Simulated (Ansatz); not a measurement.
**HfCrSe4 (element-swapped structure): how the settings move a single-point run**

Question: which choices in the input matter for HfCrSe4 (element-swapped structure)?

Program: Ansatz 0.2.0. Level of theory: reference: DFT PBEsol, plane waves, PAW, scalar-relativistic, no spin polarisation. These are calculated values, not measurements.

**1. The structure to begin with**

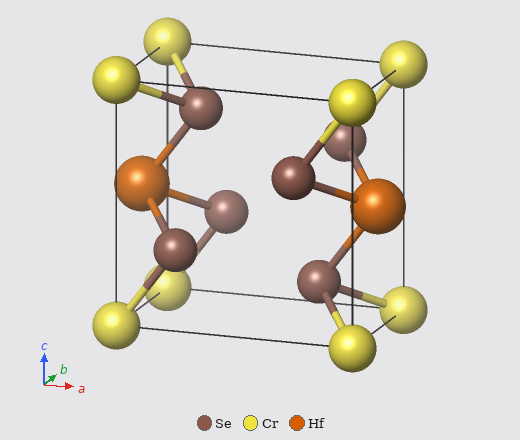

Start, viewed slightly off an axis; selenium brown, chromium yellow, hafnium orange. Atoms on the faces are drawn again on the opposite ones.

Coordinates:

```
CELL_PARAMETERS angstrom
6.08019 0.00000 0.00000
0.00000 3.65709 0.00000
0.00000 0.00000 6.17987
ATOMIC_POSITIONS crystal
Se 0.25000 0.00000 0.33000
Se 0.75000 0.00000 0.67000
Cr 0.00000 0.00000 0.00000
Se 0.25000 0.50000 0.83000
Se 0.75000 0.50000 0.17000
Hf 0.00000 0.50000 0.50000
```

**2. The reference run**

input.yaml reads:

```yaml
crystal:
  lattice:
    - [6.080194, 0.0, 0.0]
    - [0.0, 3.657087, 0.0]
    - [0.0, 0.0, 6.179869]
  atoms:
    - { symbol: Se, position: [0.25, 0.0, 0.33] }
    - { symbol: Se, position: [0.75, 0.0, 0.67] }
    - { symbol: Cr, position: [0.0, 0.0, 0.0] }
    - { symbol: Se, position: [0.25, 0.5, 0.83] }
    - { symbol: Se, position: [0.75, 0.5, 0.17] }
    - { symbol: Hf, position: [0.0, 0.5, 0.5] }
  symmetry: { tolerance: 0.0003 }
kpoints:
  mp_grid: { grid: [3, 5, 3], shift: [0, 0, 0] }
magnetization:
  spin_polarized: false
scf:
  occupations: { method: fermi_dirac }
hamiltonian:
  pseudopotentials: { kind: paw }
  xc: pbesol
basis:
  ecutwfc: 420
output:
  forces: true
  stress: true
  eigenvalues: true
```

Launch:

```
ansatz run input.yaml --threads 1 --pin off --max-ram 2560MiB --backend cpu --events-out ev --progress --plain --runs-dir out
```

What it wrote, cut to the lines that bear on the results:

```text
Warning: RAYON_NUM_THREADS=1 ignored (pool sized by the plan → 1); use --threads N
[...]
Pseudopotentials: kind: paw
Pseudopotential: Se, paw, valence charge 16, recommended cutoff 420 eV (normal), Se.paw.azcp
Pseudopotential: Cr, paw, valence charge 14, recommended cutoff 420 eV (normal), Cr.paw.azcp
Pseudopotential: Hf, paw, valence charge 26, recommended cutoff 420 eV (normal), Hf.paw.azcp
Functional definition: PBEsol
[...]
Crystal: 6 atoms, lattice volume = 137.414 Å³
Basis set: ecut = 420 eV, 2653 PW (Γ), exchange–correlation on 90×50×90 points (8 copies of the dense FFT grid, shifted against one another)
Bands: 63, of which v1, the nominal top of the filled ones, is band 52 counted from 1 (51 counted from 0)
Symmetry: 4 space group operations
Space group: P2/m (ITA 10), of the structure as read, at distance tolerance 1.5e-3 Å
k-points: 15 of 45
[...]
SCF iter   1: F=—  HF=-40648.038911 eV  |F-HF|=—  |Δ(HF+E_count)|=         —  Δρ=6.08e-3  dr2=8.36e-2  ethr=1.77e-3  ⟨swp⟩=5.5  Hψ=3164  notcnv=0  defer=2
[...]
SCF iter   9: F=-40648.031792 eV  HF=-40648.031792 eV  |F-HF|=3.57e-8  |Δ(HF+E_count)|=   2.55e-9  Δρ=5.75e-6  dr2=5.05e-8  ethr=9.62e-11  ⟨swp⟩=8.3  Hψ=3528  notcnv=0
[...]
SCF converged after 9 iterations
Free energy (F): -40648.031792 eV
[...]
E sigma→0 (E₀):  -40647.912891 eV
Entropy (-TS):   -0.237803 eV (-39.634 meV/atom)
Fermi energy:    10.178723 eV
[...]
--- Forces (eV/Å), atoms counted from 1 ---
  atom   1  Se     0.50968805     0.00000000    -0.94137289
  atom   2  Se    -0.50968805     0.00000000     0.94137289
  atom   3  Cr     0.00000000     0.00000000     0.00000000
  atom   4  Se    -0.14305341     0.00000000     1.53483177
  atom   5  Se     0.14305341     0.00000000    -1.53483177
  atom   6  Hf     0.00000000     0.00000000     0.00000000
[...]
--- Stress (GPa, compression-positive) ---
        0.252214       0.000000       2.085304
        0.000000      -5.313443       0.000000
        2.085303       0.000000      -3.812439
  P = ⅓ Tr σ = -2.9579 GPa (-29.579 kbar)
--- Band table (eV; the first three rows and the last of 15) ---
[...]
```

Wall time 13 s (1 thread of an Arm CPU, shared host); peak memory 0.47 GiB.

**3. Variant: accuracy high**

input.yaml, as its differences from that of step 2:

```diff
@@ -28 +28,2 @@
   eigenvalues: true
+accuracy: high
```

Launch:

```
ansatz run input.yaml --threads 1 --pin off --max-ram 2560MiB --backend cpu --events-out ev --progress --plain --runs-dir out
```

What it wrote, cut to the lines that bear on the results:

```text
Warning: RAYON_NUM_THREADS=1 ignored (pool sized by the plan → 1); use --threads N
[...]
Pseudopotentials: kind: paw
Pseudopotential: Se, paw, valence charge 16, recommended cutoff 420 eV (normal), Se.paw.azcp
Pseudopotential: Cr, paw, valence charge 14, recommended cutoff 420 eV (normal), Cr.paw.azcp
Pseudopotential: Hf, paw, valence charge 26, recommended cutoff 420 eV (normal), Hf.paw.azcp
Functional definition: PBEsol
[...]
Crystal: 6 atoms, lattice volume = 137.414 Å³
Basis set: ecut = 420 eV, 2653 PW (Γ), exchange–correlation on 96×60×96 points (8 copies of the dense FFT grid, shifted against one another)
Bands: 63, of which v1, the nominal top of the filled ones, is band 52 counted from 1 (51 counted from 0)
Symmetry: 4 space group operations
Space group: P2/m (ITA 10), of the structure as read, at distance tolerance 1.5e-3 Å
k-points: 15 of 45
[...]
SCF iter  12: F=-40648.031792 eV  HF=-40648.031792 eV  |F-HF|=4.37e-11  |Δ(HF+E_count)|=  7.28e-11  Δρ=1.69e-7  dr2=2.93e-11  ethr=1.00e-12  ⟨swp⟩=4.7  Hψ=3387  notcnv=0
[...]
SCF converged after 12 iterations
Free energy (F): -40648.031792 eV
[...]
E sigma→0 (E₀):  -40647.912890 eV
Entropy (-TS):   -0.237803 eV (-39.634 meV/atom)
Fermi energy:    10.178714 eV
[...]
--- Forces (eV/Å), atoms counted from 1 ---
  atom   1  Se     0.50970306     0.00000000    -0.94137103
  atom   2  Se    -0.50970306     0.00000000     0.94137103
  atom   3  Cr     0.00000000     0.00000000     0.00000000
  atom   4  Se    -0.14303749     0.00000000     1.53483568
  atom   5  Se     0.14303749     0.00000000    -1.53483568
  atom   6  Hf     0.00000000     0.00000000     0.00000000
[...]
--- Stress (GPa, compression-positive) ---
        0.252236       0.000000       2.085333
        0.000000      -5.313544       0.000000
        2.085333       0.000000      -3.812540
  P = ⅓ Tr σ = -2.9579 GPa (-29.579 kbar)
--- Band table (eV; the first three rows and the last of 15) ---
[...]
```

Run time: 15 s. Hardware: 1 thread of an Arm CPU, shared host; peak memory 0.48 GiB.

The changed input (accuracy level) leaves the energy the same to the digits printed.

**4. Variant: preconditioner kerker, xc_grid 4**

input.yaml, as its differences from that of step 2:

```diff
@@ -19,2 +19,3 @@
   occupations: { method: fermi_dirac }
+  mixing: { preconditioner: kerker }
 hamiltonian:
@@ -24,2 +25,3 @@
   ecutwfc: 420
+  xc_grid: 4
 output:
@@ -28 +30,5 @@
   eigenvalues: true
+  write_density: true
+  write_potential: true
+  elf: true
+  volumetric_format: npy
```

Launch:

```
ansatz run input.yaml --threads 1 --pin off --max-ram 2560MiB --backend cpu --events-out ev --progress --plain --runs-dir out
```

What it wrote, cut to the lines that bear on the results:

```text
Warning: RAYON_NUM_THREADS=1 ignored (pool sized by the plan → 1); use --threads N
[...]
Pseudopotentials: kind: paw
Pseudopotential: Se, paw, valence charge 16, recommended cutoff 420 eV (normal), Se.paw.azcp
Pseudopotential: Cr, paw, valence charge 14, recommended cutoff 420 eV (normal), Cr.paw.azcp
Pseudopotential: Hf, paw, valence charge 26, recommended cutoff 420 eV (normal), Hf.paw.azcp
Functional definition: PBEsol
[...]
Crystal: 6 atoms, lattice volume = 137.414 Å³
Basis set: ecut = 420 eV, 2653 PW (Γ), exchange–correlation on 180×100×180 points (64 copies of the dense FFT grid, shifted against one another)
Bands: 63, of which v1, the nominal top of the filled ones, is band 52 counted from 1 (51 counted from 0)
Symmetry: 4 space group operations
Space group: P2/m (ITA 10), of the structure as read, at distance tolerance 1.5e-3 Å
k-points: 15 of 45
[...]
SCF iter  13: F=-40648.031794 eV  HF=-40648.031794 eV  |F-HF|=1.43e-8  |Δ(HF+E_count)|=   6.59e-9  Δρ=3.22e-6  dr2=2.59e-8  ethr=9.62e-11  ⟨swp⟩=10.5  Hψ=6158  notcnv=0
[...]
SCF converged after 13 iterations
Free energy (F): -40648.031794 eV
[...]
E sigma→0 (E₀):  -40647.912892 eV
Entropy (-TS):   -0.237803 eV (-39.634 meV/atom)
Fermi energy:    10.178698 eV
[...]
--- Forces (eV/Å), atoms counted from 1 ---
  atom   1  Se     0.50970740     0.00000000    -0.94136017
  atom   2  Se    -0.50970740     0.00000000     0.94136017
  atom   3  Cr     0.00000000     0.00000000     0.00000000
  atom   4  Se    -0.14303741     0.00000000     1.53482509
  atom   5  Se     0.14303741     0.00000000    -1.53482509
  atom   6  Hf     0.00000000     0.00000000     0.00000000
[...]
--- Stress (GPa, compression-positive) ---
        0.252249       0.000000       2.085359
        0.000000      -5.313590       0.000000
        2.085359       0.000000      -3.812584
  P = ⅓ Tr σ = -2.9580 GPa (-29.580 kbar)
--- Band table (eV; the first three rows and the last of 15) ---
[...]
```

Run time: 18 s. Hardware: 1 thread of an Arm CPU, shared host; peak memory 0.56 GiB.

Changing the mixing and numerical grids leaves the energy as it was (0.0 meV/atom).

**5. Variant: occupations.method methfessel_paxton, occupations.width 0.025, ecutrho_ratio 12**

input.yaml, as its differences from that of step 2:

```diff
@@ -18,3 +18,3 @@
 scf:
-  occupations: { method: fermi_dirac }
+  occupations: { method: methfessel_paxton, width: 0.025 }
 hamiltonian:
@@ -24,2 +24,3 @@
   ecutwfc: 420
+  ecutrho_ratio: 12
 output:
```

Launch:

```
ansatz run input.yaml --threads 1 --pin off --max-ram 2560MiB --backend cpu --events-out ev --progress --plain --runs-dir out
```

What it wrote, cut to the lines that bear on the results:

```text
Warning: RAYON_NUM_THREADS=1 ignored (pool sized by the plan → 1); use --threads N
[...]
Pseudopotentials: kind: paw
Pseudopotential: Se, paw, valence charge 16, recommended cutoff 420 eV (normal), Se.paw.azcp
Pseudopotential: Cr, paw, valence charge 14, recommended cutoff 420 eV (normal), Cr.paw.azcp
Pseudopotential: Hf, paw, valence charge 26, recommended cutoff 420 eV (normal), Hf.paw.azcp
Functional definition: PBEsol
[...]
Crystal: 6 atoms, lattice volume = 137.414 Å³
Basis set: ecut = 420 eV, 2653 PW (Γ), exchange–correlation on 144×90×144 points (8 copies of the dense FFT grid, shifted against one another)
Bands: 63, of which v1, the nominal top of the filled ones, is band 52 counted from 1 (51 counted from 0)
Symmetry: 4 space group operations
Space group: P2/m (ITA 10), of the structure as read, at distance tolerance 1.5e-3 Å
k-points: 15 of 45
[...]
Stability not checked: this state was not tested for a lower state beside it, because cold or Methfessel-Paxton smearing, or corrected tetrahedra, fill the levels in a way that the test cannot read (fill_not_monotonic; see scf.lower_state_search)
Free energy (F): -40647.896860 eV
[...]
E sigma→0 (E₀):  -40647.896733 eV
Entropy (-TS):   -0.000507 eV (-0.084 meV/atom)
Fermi energy:    10.203790 eV
[...]
--- Forces (eV/Å), atoms counted from 1 ---
  atom   1  Se     0.55866181     0.00000000    -0.92851004
  atom   2  Se    -0.55866181     0.00000000     0.92851004
  atom   3  Cr     0.00000000     0.00000000     0.00000000
  atom   4  Se    -0.10569164     0.00000000     1.56282280
  atom   5  Se     0.10569164     0.00000000    -1.56282280
  atom   6  Hf     0.00000000     0.00000000     0.00000000
[...]
--- Stress (GPa, compression-positive) ---
        0.287824       0.000000       2.276892
        0.000000      -5.905683       0.000000
        2.276886       0.000000      -4.097090
  P = ⅓ Tr σ = -3.2383 GPa (-32.383 kbar)
--- Band table (eV; the first three rows and the last of 15) ---
[...]
```

It took 16 s on 1 thread of an Arm CPU, shared host; peak memory 0.69 GiB.

Changing the smearing and numerical grids moves the energy by +2.7 meV/atom (σ→0 values), and the largest force goes from 1.54 to 1.57 eV/Å.

**6. Variant: xc lda**

input.yaml, as its differences from that of step 2:

```diff
@@ -21,3 +21,3 @@
   pseudopotentials: { kind: paw }
-  xc: pbesol
+  xc: lda
 basis:
```

Launch:

```
ansatz run input.yaml --threads 1 --pin off --max-ram 2560MiB --backend cpu --events-out ev --progress --plain --runs-dir out
```

What it wrote, cut to the lines that bear on the results:

```text
Warning: RAYON_NUM_THREADS=1 ignored (pool sized by the plan → 1); use --threads N
[...]
Pseudopotentials: kind: paw
Pseudopotential: Se, paw, valence charge 16, recommended cutoff 420 eV (normal), Se.paw.azcp
Pseudopotential: Cr, paw, valence charge 14, recommended cutoff 420 eV (normal), Cr.paw.azcp
Pseudopotential: Hf, paw, valence charge 26, recommended cutoff 420 eV (normal), Hf.paw.azcp
Functional definition: SPW92
[...]
Crystal: 6 atoms, lattice volume = 137.414 Å³
Basis set: ecut = 420 eV, 2653 PW (Γ)
Bands: 63, of which v1, the nominal top of the filled ones, is band 52 counted from 1 (51 counted from 0)
Symmetry: 4 space group operations
Space group: P2/m (ITA 10), of the structure as read, at distance tolerance 1.5e-3 Å
k-points: 15 of 45
[...]
SCF iter   1: F=—  HF=-40336.853013 eV  |F-HF|=—  |Δ(HF+E_count)|=         —  Δρ=1.21e-2  dr2=3.46e-1  ethr=1.77e-3  ⟨swp⟩=5.6  Hψ=3180  notcnv=0  defer=1
[...]
SCF iter   9: F=-40336.834366 eV  HF=-40336.834366 eV  |F-HF|=4.14e-9  |Δ(HF+E_count)|=   7.62e-8  Δρ=3.57e-6  dr2=1.09e-8  ethr=9.62e-11  ⟨swp⟩=8.3  Hψ=3593  notcnv=0
[...]
SCF converged after 9 iterations
Free energy (F): -40336.834366 eV
[...]
E sigma→0 (E₀):  -40336.714764 eV
Entropy (-TS):   -0.239202 eV (-39.867 meV/atom)
Fermi energy:    9.991645 eV
[...]
--- Forces (eV/Å), atoms counted from 1 ---
  atom   1  Se     0.29267200     0.00000000    -0.91498646
  atom   2  Se    -0.29267200     0.00000000     0.91498646
  atom   3  Cr     0.00000000     0.00000000     0.00000000
  atom   4  Se    -0.33636697     0.00000000     1.48141588
  atom   5  Se     0.33636697     0.00000000    -1.48141588
  atom   6  Hf     0.00000000     0.00000000     0.00000000
[...]
--- Stress (GPa, compression-positive) ---
       -2.351999       0.000000       1.985987
        0.000000      -7.553333       0.000000
        1.985986       0.000000      -6.154030
  P = ⅓ Tr σ = -5.3531 GPa (-53.531 kbar)
--- Band table (eV; the first three rows and the last of 15) ---
[...]
```

It took 11 s on 1 thread of an Arm CPU, shared host; peak memory 0.45 GiB.

A change of functional puts the total energy on another scale; the pressure goes from -3.0 to -5.4 GPa and the largest force goes from 1.54 to 1.52 eV/Å. At this fixed cell a lower pressure means that this functional prefers a smaller volume than the reference.

**7. Side by side**

```csv
run,ending,energy change,pressure (GPa),gap (eV),force (eV/Å),cycles,time
reference,converged,0,-3.0,0.00,1.54,9,13 s
1: accuracy high,converged,0.0 meV/atom,-3.0,0.00,1.54,12,15 s
"2: preconditioner kerker, xc_grid 4",converged,0.0 meV/atom,-3.0,0.00,1.54,13,18 s
"3: occupations.method methfessel_paxton, occupations.width 0.025, ecutrho_ratio 12",converged,+2.7 meV/atom (σ→0),-3.2,0.00,1.57,12,16 s
4: xc lda,converged,not comparable,-5.4,0.00,1.52,9,11 s
```

Times don't compare one to one where runs were asked for different outputs or read a saved state (see the inputs); cycles may leave out searches for a lower state.

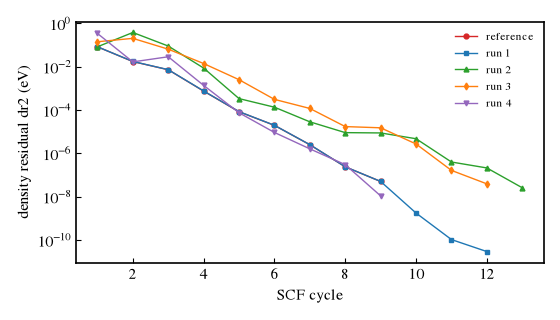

Residual by cycle in the longest SCF loop of each run; runs are numbered as in the table.

**Reading.** The pressure spans -5.4 to -3.0 GPa over the reference and the converged variants. The reference has no spin polarisation; with Cr present, a magnetic state may lie lower.

The reference is no final answer either: its mesh is coarse for a cell with so small a gap or none; the cell is far from equilibrium (forces up to 1.5 eV/Å), so its values aren't those of the relaxed material; the structure is made up and not relaxed.
